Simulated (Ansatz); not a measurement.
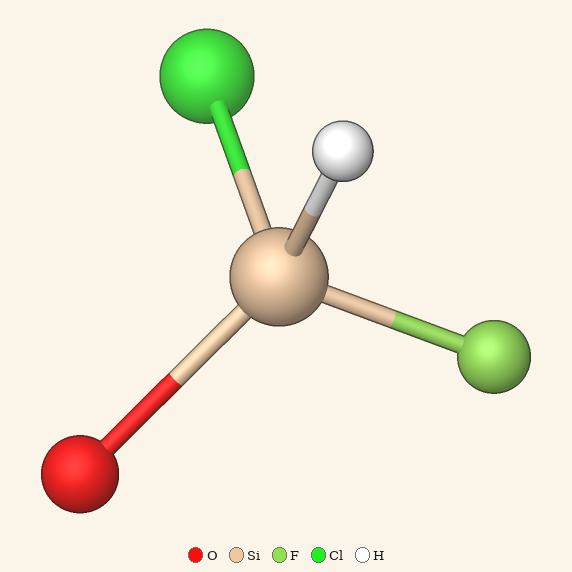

State: neutral, doublet. Geometry: moved along internal coordinates away from the minimum. Method: UHF-CCSD(T), frozen core/def2-TZVPP (Ansatz 0.2.0).

What does the calculation give?

The species is ClFHOSi (`[O][Si@@H](F)Cl`).
- ⟨S²⟩ of the determinant: 0.763
- T1 diagnostic: 0.014
